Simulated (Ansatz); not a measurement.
# ClH6NSn: search for a transition state

Is there a first-order saddle for this four-centre ligand exchange, which should form Sn1–Cl7, N2–H6 and break Sn1–N2, H6–Cl7, and which two structures does it connect?

Method: PBE0-D4, def2-SVP first, then def2-TZVP; program: Ansatz 0.2.0, Gaussian basis.

### Step 1. Starting geometry

The guess: 9 atoms, charge 0, spin multiplicity 1.

Atoms are counted from 1 here; the program's logs count them from 0.

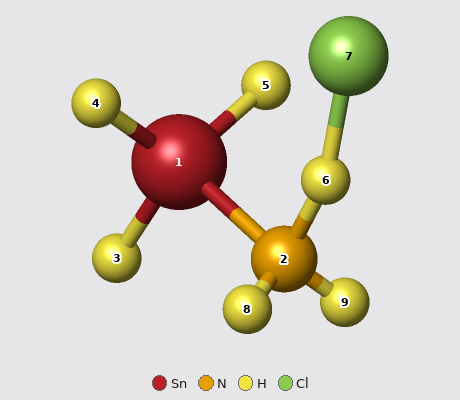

Start geometry, drawn with tin red, nitrogen amber, hydrogen yellow, chlorine green; atoms are numbered from 1 in the order of the file.

Geometry (Å):

```mol
ClH6NSn
  3D, bonds by distance, orders not assigned

  9  8  0  0  0  0  0  0  0  0999 V2000
   -1.0760   -0.4782   -0.2102 Sn  0  0
    1.0184   -0.2105    0.0487 N   0  0
   -1.1772   -2.1048   -0.6063 H   0  0
   -1.6791   -0.1369    1.2780 H   0  0
   -1.4294    0.5191   -1.4645 H   0  0
    0.9579    1.0025    0.3082 H   0  0
    0.3252    2.4390    0.5748 Cl  0  0
    1.4504   -0.6835    0.8328 H   0  0
    1.6100   -0.3468   -0.7615 H   0  0
  1  2  8  0
  1  3  8  0
  1  4  8  0
  1  5  8  0
  2  6  8  0
  2  8  8  0
  2  9  8  0
  6  7  8  0
M  END
```

Distances that are to change: Sn1–Cl7 3.33 Å, N2–H6 1.24 Å, Sn1–N2 2.13 Å, H6–Cl7 1.59 Å.

### Step 2. Constrained relaxation of the guess

hold/in.yaml

```yaml
crystal:
  periodic: [false, false, false]
  atoms:
    - {symbol: Sn, position_ang: [-1.076000, -0.478200, -0.210200]}
    - {symbol: N, position_ang: [1.018400, -0.210500, 0.048700]}
    - {symbol: H, position_ang: [-1.177200, -2.104800, -0.606300]}
    - {symbol: H, position_ang: [-1.679100, -0.136900, 1.278000]}
    - {symbol: H, position_ang: [-1.429400, 0.519100, -1.464500]}
    - {symbol: H, position_ang: [0.957900, 1.002500, 0.308200]}
    - {symbol: Cl, position_ang: [0.325200, 2.439000, 0.574800]}
    - {symbol: H, position_ang: [1.450400, -0.683500, 0.832800]}
    - {symbol: H, position_ang: [1.610000, -0.346800, -0.761500]}
basis:
  gaussian: {orbitals: def2-SVP}
hamiltonian: {xc: pbe0, dispersion: d4}
relax: {f_tol: 0.04, max_steps: 150, escape_saddle: false, constraints: [{distance: [0, 6]}, {distance: [1, 5]}, {distance: [0, 1]}, {distance: [5, 6]}]}
```

Command:

```console
$ ansatz run in.yaml --threads 4 --pin off --events-out ev --progress --plain --max-ram 9574MiB
```

Log:

```text
Functional definition: PBE0
  name "PBE0"
  cite "Adamo & Barone, J. Chem. Phys. 110, 6158 (1999) doi:10.1063/1.478522"
  cite "Perdew, Burke & Ernzerhof, Phys. Rev. Lett. 77, 3865 (1996) doi:10.1103/PhysRevLett.77.3865"
  parent pbe
  parameter a = 0.25
  parameter kappa = 0.804
  parameter beta = 0.06672455060314922
  exchange = (1 - a)*pbe_x(kappa = kappa, mu = beta*pi^2/3) + a*exact_x
  correlation = pbe_c(beta = beta)
1026 factors; integrals over basis functions are off by at most 3.8e-4 eV
mean field evaluation 1: about -19926.6064 eV, gradient 4.4e1 eV
mean field evaluation 2: about -19922.6879 eV, gradient 5.9e1 eV
mean field evaluation 4: about -19930.5402 eV, gradient 1.7e0 eV
mean field evaluation 8: about -19930.5718 eV, gradient 5.1e-2 eV
mean field -19930.57178151 eV, -732.4350035437 hartree, gradient 6.7e-5 eV, S^2 0.000000; 0 other end points of the search recorded, 0 dependent functions left out
the calculation of the forces begins
reference -19930.57181078 eV, -732.4350046195 hartree; 26, 26 occupied and 62, 62 virtual orbitals, 1026 factors
relax step   1: F+E_penalty+E_count = -19930.72469288 eV  Δ(F+E_penalty+E_count) = +0.000e0 eV  max|allowed force component| = 7.565e-1 eV/Å  Δτ_max = 0.0000 Å  (24 SCF iters, accepted)
  distance Sn 0 - Cl 6 held at 3.330111 Å   reaction = +6.1581e-2 eV/Å
  distance N 1 - H 5 held at 1.241922 Å   reaction = +4.1100e-1 eV/Å
  distance Sn 0 - N 1 held at 2.127253 Å   reaction = +2.0962e-1 eV/Å
  distance H 5 - Cl 6 held at 1.592142 Å   reaction = +9.5924e-3 eV/Å
these checks for a lower state are left out or cut short: starts, cluster_reference, orbital_swaps, neighbouring_geometries, increment
1026 factors; integrals over basis functions are off by at most 3.8e-4 eV
mean field evaluation 16: about -19930.5841 eV, gradient 5.6e0 eV
mean field -19930.64208228 eV, -732.4375870493 hartree, gradient 1.6e-5 eV, S^2 0.000000; 0 other end points of the search recorded, 0 dependent functions left out
the calculation of the forces begins
reference -19930.64211163 eV, -732.4375881280 hartree; 26, 26 occupied and 62, 62 virtual orbitals, 1026 factors
relax step   2: F+E_penalty+E_count = -19930.79315294 eV  Δ(F+E_penalty+E_count) = -6.846e-2 eV  max|allowed force component| = 2.426e-1 eV/Å  Δτ_max = 0.0923 Å  (28 SCF iters, accepted)
  distance Sn 0 - Cl 6 held at 3.330111 Å   reaction = +5.2794e-2 eV/Å
  distance N 1 - H 5 held at 1.241922 Å   reaction = +1.9088e-1 eV/Å
  distance Sn 0 - N 1 held at 2.127253 Å   reaction = -2.7306e-1 eV/Å
  distance H 5 - Cl 6 held at 1.592142 Å   reaction = -1.2054e-2 eV/Å
these checks for a lower state are left out or cut short: starts, cluster_reference, orbital_swaps, neighbouring_geometries, increment
1026 factors; integrals over basis functions are off by at most 3.7e-4 eV
mean field -19930.65174268 eV, -732.4379420626 hartree, gradient 1.5e-5 eV, S^2 0.000000; 0 other end points of the search recorded, 0 dependent functions left out
the calculation of the forces begins
reference -19930.65177205 eV, -732.4379431418 hartree; 26, 26 occupied and 62, 62 virtual orbitals, 1026 factors
relax step   3: F+E_penalty+E_count = -19930.80322519 eV  Δ(F+E_penalty+E_count) = -1.007e-2 eV  max|allowed force component| = 3.829e-2 eV/Å  Δτ_max = 0.0411 Å  (29 SCF iters, accepted)
  distance Sn 0 - Cl 6 held at 3.330111 Å   reaction = +9.1701e-2 eV/Å
  distance N 1 - H 5 held at 1.241922 Å   reaction = +1.6278e-1 eV/Å
  distance Sn 0 - N 1 held at 2.127253 Å   reaction = -1.7361e-1 eV/Å
  distance H 5 - Cl 6 held at 1.592142 Å   reaction = -6.1379e-2 eV/Å
1026 factors; integrals over basis functions are off by at most 3.7e-4 eV
mean field evaluation 32: about -19926.7722 eV, gradient 4.4e1 eV
mean field -19930.65174268 eV, -732.4379420626 hartree, gradient 1.5e-5 eV, S^2 0.000000; 1 other end points of the search recorded, 0 dependent functions left out
the calculation of the forces begins
reference -19930.65177205 eV, -732.4379431418 hartree; 26, 26 occupied and 62, 62 virtual orbitals, 1026 factors
Total energy: -19930.80325455 eV, -732.4435100212 hartree
Atom 0 at    -1.050252    -0.456892    -0.202848 Å, force    -0.111781     0.061994     0.004837 eV/Å
Atom 1 at     1.044732    -0.192767     0.054990 Å, force     0.178432     0.206592     0.066473 eV/Å
Atom 2 at    -1.165456    -2.127444    -0.607627 Å, force    -0.005660     0.010856     0.003101 eV/Å
Atom 3 at    -1.738715    -0.151067     1.315144 Å, force    -0.008622    -0.005250    -0.011258 eV/Å
Atom 4 at    -1.480260     0.518451    -1.519736 Å, force    -0.009353    -0.010879     0.003242 eV/Å
Atom 5 at     0.972946     1.019368     0.315653 Å, force     0.034209    -0.187914    -0.039226 eV/Å
Atom 6 at     0.350372     2.459681     0.585503 Å, force    -0.077040    -0.004653    -0.007294 eV/Å
Atom 7 at     1.454334    -0.707945     0.834531 Å, force    -0.000606    -0.038293    -0.005692 eV/Å
Atom 8 at     1.612500    -0.361485    -0.775611 Å, force     0.000421    -0.032452    -0.014183 eV/Å
Dipole moment:     0.082334    -1.269122    -0.276948 e Å
```

Run time: 12 s. Hardware: 4 threads of AMD EPYC, shared host; peak memory 0.21 GiB.

Step by step:

```csv
step,energy from step 1 (eV),largest force component (eV/Å)
1,0.0000,0.7565
2,-0.0685,0.2426
3,-0.0785,0.0383
```

Close pairs (by a distance rule), those that changed most:

```csv
bond,before (Å),after (Å),change (Å)
Sn1–H5,1.641,1.694,+0.053
Sn1–H4,1.642,1.695,+0.053
Sn1–H3,1.677,1.723,+0.046
N2–H9,1.012,1.020,+0.008
N2–H8,1.013,1.020,+0.008
Sn1–N2,2.127,2.127,+0.000
N2–H6,1.242,1.242,+0.000
H6–Cl7,1.592,1.592,+0.000
```

### Step 3. A starting Hessian

hessian/in.yaml

```yaml
crystal:
  periodic: [false, false, false]
  atoms:
    - {symbol: Sn, position_ang: [-1.050252, -0.456892, -0.202848]}
    - {symbol: N, position_ang: [1.044732, -0.192767, 0.054990]}
    - {symbol: H, position_ang: [-1.165456, -2.127444, -0.607627]}
    - {symbol: H, position_ang: [-1.738715, -0.151067, 1.315144]}
    - {symbol: H, position_ang: [-1.480260, 0.518451, -1.519736]}
    - {symbol: H, position_ang: [0.972946, 1.019368, 0.315653]}
    - {symbol: Cl, position_ang: [0.350372, 2.459681, 0.585503]}
    - {symbol: H, position_ang: [1.454334, -0.707945, 0.834531]}
    - {symbol: H, position_ang: [1.612500, -0.361485, -0.775611]}
basis:
  gaussian: {orbitals: def2-SVP}
hamiltonian: {xc: pbe0, dispersion: d4}
phonons: {}
scf: {lower_state_search: off}
```

Command:

```console
$ ansatz run in.yaml --threads 4 --pin off --events-out ev --progress --plain --max-ram 9574MiB
```

Log:

```text
[... 10 set-up lines as earlier in the session ...]
these checks for a lower state are left out or cut short: stability, starts, cluster_reference, orbital_swaps, neighbouring_geometries, increment
1029 factors; integrals over basis functions are off by at most 3.6e-4 eV
mean field evaluation 1: about -19926.7723 eV, gradient 4.4e1 eV
mean field evaluation 2: about -19922.8793 eV, gradient 5.9e1 eV
mean field evaluation 4: about -19930.6223 eV, gradient 1.6e0 eV
mean field evaluation 8: about -19930.6517 eV, gradient 5.3e-2 eV
mean field evaluation 16: about -19930.6517 eV, gradient 3.8e-6 eV
mean field -19930.65174366 eV, -732.4379420986 hartree, gradient 3.8e-6 eV, S^2 0.000000; 0 other end points of the search recorded, 0 dependent functions left out
the calculation of the forces begins
reference -19930.65177303 eV, -732.4379431779 hartree; 26, 26 occupied and 62, 62 virtual orbitals, 1029 factors
[... from here to the last solve, the lines of the solves are left out (53 solves) ...]
1029 factors; integrals over basis functions are off by at most 3.6e-4 eV
mean field -19930.65168800 eV, -732.4379400531 hartree, gradient 1.4e-6 eV, S^2 0.000000; 0 other end points of the search recorded, 0 dependent functions left out
the calculation of the forces begins
reference -19930.65171738 eV, -732.4379411327 hartree; 26, 26 occupied and 62, 62 virtual orbitals, 1029 factors
WARN: phonons: modes at or below zero, which the zero-point energy, F, S and C_V leave out: 1, the lowest at -161.07 cm⁻¹. A minimum has none, and a first-order saddle one
Total energy: -19930.80325554 eV, -732.4435100574 hartree
Atom 0 at    -1.050252    -0.456892    -0.202848 Å, force    -0.111786     0.061992     0.004848 eV/Å
Atom 1 at     1.044732    -0.192767     0.054990 Å, force     0.178454     0.206587     0.066480 eV/Å
Atom 2 at    -1.165456    -2.127444    -0.607627 Å, force    -0.005664     0.010855     0.003101 eV/Å
Atom 3 at    -1.738715    -0.151067     1.315144 Å, force    -0.008622    -0.005253    -0.011260 eV/Å
Atom 4 at    -1.480260     0.518451    -1.519736 Å, force    -0.009355    -0.010875     0.003233 eV/Å
Atom 5 at     0.972946     1.019368     0.315653 Å, force     0.034206    -0.187913    -0.039227 eV/Å
Atom 6 at     0.350372     2.459681     0.585503 Å, force    -0.077039    -0.004658    -0.007294 eV/Å
Atom 7 at     1.454334    -0.707945     0.834531 Å, force    -0.000613    -0.038285    -0.005703 eV/Å
Atom 8 at     1.612500    -0.361485    -0.775611 Å, force     0.000418    -0.032449    -0.014177 eV/Å
Dipole moment:     0.082335    -1.269122    -0.276949 e Å
Vibrations: -161.07 156.58 270.06 289.00 439.55 444.88 502.01 646.86 698.70 725.61 759.96 803.60 856.61 1383.62 1395.12 1556.31 1914.59 2001.13 2021.12 3533.39 3636.34 cm⁻¹, zero-point energy 1.489983 eV
Checks for a lower state left out: stability, starts, cluster_reference, orbital_swaps, neighbouring_geometries, increment
```

It took 1.7 min on 4 threads of AMD EPYC, shared host; peak memory 0.18 GiB.

The structure is not stationary yet, so these wavenumbers are no spectrum; the search needs only the force constants.

### Step 4. Saddle search in the small basis

The search itself is an outer loop (partitioned rational-function steps, Bofill update of the Hessian). Each step is one single-point run with forces. It stops when the largest force is under 0.04 eV/Å and the followed curvature is negative. The first step's input:

presaddle/in.yaml

```yaml
crystal:
  periodic: [false, false, false]
  atoms:
    - {symbol: Sn, position_ang: [-1.050252, -0.456892, -0.202848]}
    - {symbol: N, position_ang: [1.044732, -0.192767, 0.054990]}
    - {symbol: H, position_ang: [-1.165456, -2.127444, -0.607627]}
    - {symbol: H, position_ang: [-1.738715, -0.151067, 1.315144]}
    - {symbol: H, position_ang: [-1.480260, 0.518451, -1.519736]}
    - {symbol: H, position_ang: [0.972946, 1.019368, 0.315653]}
    - {symbol: Cl, position_ang: [0.350372, 2.459681, 0.585503]}
    - {symbol: H, position_ang: [1.454334, -0.707945, 0.834531]}
    - {symbol: H, position_ang: [1.612500, -0.361485, -0.775611]}
basis:
  gaussian: {orbitals: def2-SVP}
hamiltonian: {xc: pbe0, dispersion: d4}
output: {forces: true}
scf: {lower_state_search: off}
```

Command:

```console
$ ansatz run in.yaml --threads 4 --pin off --events-out ev --progress --plain --max-ram 9574MiB
```

The driver's record:

```csv
step,energy (eV),largest force (eV/Å),followed curvature (eV/Å²)
1,-19930.80324,0.2066,-0.96
2,-19930.77801,0.1380,-0.67
3,-19930.77670,0.1138,-0.32
4,-19930.77730,0.1125,-0.04
5,-19930.78028,0.4042,-0.32
6,-19930.77784,0.0930,-0.51
7,-19930.77808,0.0770,-0.07
8,-19930.77201,0.3583,-0.22
9,-19930.77855,0.0391,-0.25
```

The 9 steps took 18 s in all (4 threads of AMD EPYC, shared host).

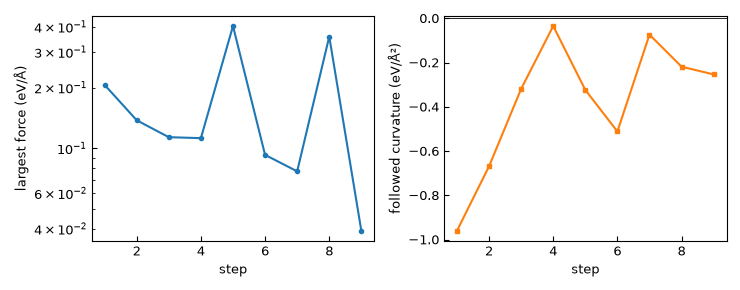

Largest force and followed curvature during the search.

### Step 5. Saddle search in triple zeta

The search itself is an outer loop (partitioned rational-function steps, Bofill update of the Hessian). Each step is one single-point run with forces. It stops when the largest force is under 0.01 eV/Å and the followed curvature is negative. The first step's input:

saddle/in.yaml

```yaml
crystal:
  periodic: [false, false, false]
  atoms:
    - {symbol: Sn, position_ang: [-1.038390, -0.553680, -0.224720]}
    - {symbol: N, position_ang: [1.013087, -0.190575, 0.047390]}
    - {symbol: H, position_ang: [-1.215540, -2.219861, -0.603225]}
    - {symbol: H, position_ang: [-1.757496, -0.175802, 1.267352]}
    - {symbol: H, position_ang: [-1.489307, 0.431991, -1.533642]}
    - {symbol: H, position_ang: [0.944989, 1.230183, 0.377708]}
    - {symbol: Cl, position_ang: [0.545417, 2.572390, 0.658310]}
    - {symbol: H, position_ang: [1.427499, -0.738047, 0.802511]}
    - {symbol: H, position_ang: [1.569940, -0.356698, -0.791684]}
basis:
  gaussian: {orbitals: def2-TZVP}
hamiltonian: {xc: pbe0, dispersion: d4}
output: {forces: true}
scf: {lower_state_search: off}
```

Command:

```console
$ ansatz run in.yaml --threads 4 --pin off --events-out ev --progress --plain --max-ram 9574MiB
```

The driver's record:

```csv
step,energy (eV),largest force (eV/Å),followed curvature (eV/Å²)
1,-19937.27829,0.2361,-0.25
2,-19937.29014,0.3955,0.09
3,-19937.25767,0.5110,0.15
4,-19937.24507,0.3703,-0.11
5,-19937.25602,0.7133,-0.15
6,-19937.26172,1.0585,-1.05
7,-19937.29525,0.1353,-2.39
8,-19937.29591,0.1639,-1.85
9,-19937.29784,0.0995,-0.81
10,-19937.28728,0.4125,0.24
11,-19937.27307,0.5330,-0.01
14,-19937.26083,0.2306,-1.76
17,-19937.26078,0.1385,-0.21
20,-19937.26163,0.2513,-0.81
23,-19937.26556,0.3036,-0.87
26,-19937.26615,0.1142,-1.14
29,-19937.26701,0.0560,-1.19
32,-19937.26733,0.0394,-0.83
35,-19937.26930,0.0712,-0.83
38,-19937.26992,0.0580,-1.94
39,-19937.27013,0.0534,-1.88
40,-19937.27036,0.0354,-1.85
41,-19937.27060,0.0440,-1.84
42,-19937.27078,0.0192,-1.83
43,-19937.27087,0.0318,-1.83
44,-19937.27092,0.0113,-1.82
45,-19937.27094,0.0230,-1.81
```

The 45 steps took 2.9 min in all (4 threads of AMD EPYC, shared host).

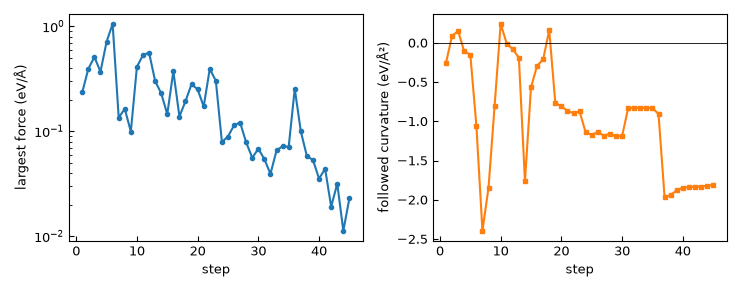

Largest force and followed curvature during the search.

### Step 6. What came out

| quantity | value |
| --- | --- |
| search | not converged after 45 steps |
| last largest force | 0.023 eV/Å |
| last followed curvature | -1.81 eV/Å² |

No saddle point was found from this guess, so no barrier can be given. The curvature is negative, but the forces are still above the tolerance.
